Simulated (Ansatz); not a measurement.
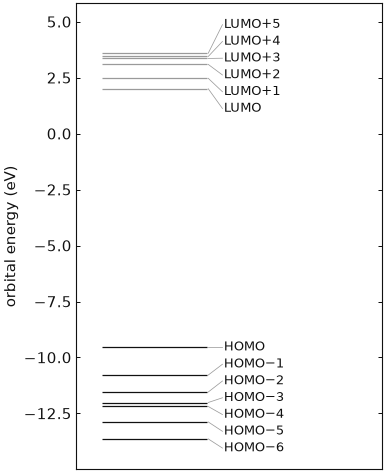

Kohn-Sham orbital energies near the frontier, ωB97X-V/def2-TZVPP, the Ansatz code 0.2.0, at a PBE0-D4/def2-TZVP geometry (a minimum by its frequencies), isolated molecule; empty levels in grey, levels within 0.03 eV side by side.

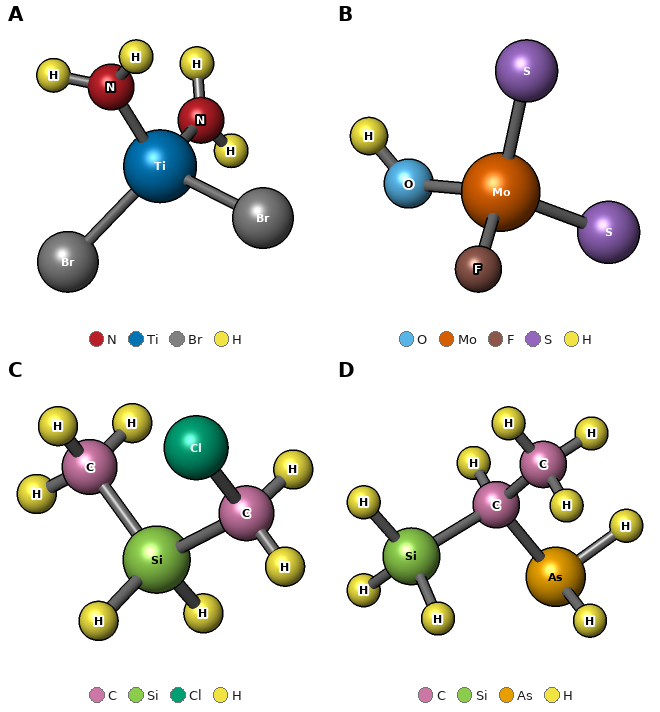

**Which molecule has this level scheme? The candidates are drawn in the second picture.**

Structure D, C₂H₉AsSi, SMILES C[C@H]([SiH3])[AsH2]. HOMO −9.54 eV, LUMO 2.01 eV, separation 11.55 eV.

Caveats: no scalar relativity up to krypton; empty levels above zero depend strongly on the basis.
